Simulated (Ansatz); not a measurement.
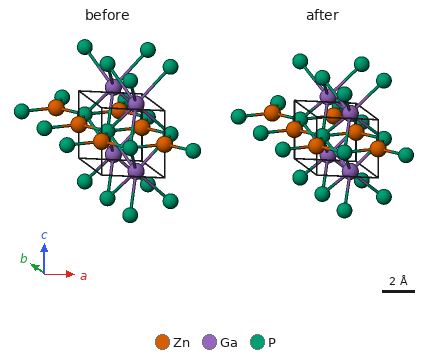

The structure of a crystal of ZnGaP (a generated structure, set up in P-6m2) before (left) and after (right) a relaxation, at one scale.

Style: ball-and-stick. Shown: the cell of the calculation, repeated 1 × 2 × 1 with one cell outlined, slightly off an axis.

The run lets cell and atoms move.

All numbers below come from Kohn-Sham DFT of a periodic cell, PBE, Ansatz PAW (Ansatz).

Input file:
```yaml
crystal:
  lattice:
    - [4.01594, 0.0, 0.0]
    - [-2.00797, 3.47791, 0.0]
    - [0.0, 0.0, 4.4042]
  atoms:
    - { symbol: Zn, position: [0.0, 0.0, 0.5] }
    - { symbol: Ga, position: [0.66667, 0.33333, 0.0] }
    - { symbol: P, position: [0.33333, 0.66667, 0.5] }
hamiltonian:
  xc: pbe
  pseudopotentials: { kind: paw }
kpoints:
  mp_grid: { grid: [8, 8, 6] }
scf:
  occupations: { method: fermi_dirac, width: 0.05 }
output:
  forces: true
  stress: true
  eigenvalues: true
relax:
  f_tol: 0.01
  max_steps: 40
  cell: { stress_tol: 0.05, p_target: 10.0 }
```

Launched with:
```bash
ansatz run input.yaml --threads 2 --pin off --max-ram 5632MiB --backend cpu --events-out ev --progress --plain --runs-dir out
```

Q: Summarise the run.

A: After 6 accepted moves (8 points after the start) the energy has risen by 98.9 meV per atom. With the target pressure of 10 GPa, the enthalpy E + pV changes by −126 meV per atom. All forces vanish by symmetry, so only the cell relaxes. The pressure goes from −0.06 to 10.00 GPa. At 2 points the geometry stayed and the basis and grid were re-selected for the new cell (energy shift of 0.9 meV per atom at most each time). No atom moves by more than 0.005 Å relative to the cell. The volume changes by −17.6 %, with a = b 4.016 → 3.922 Å (−2.3 %), c 4.404 → 3.807 Å (−13.6 %). Among the contacts that change: Ga–P 3.198 → 2.958 Å, P–Zn 2.319 → 2.264 Å. The space group stays P-6m2 (No. 187). The run took 32 s on 2 threads of Arm Neoverse V1 (shared host), peak memory 0.39 GiB.
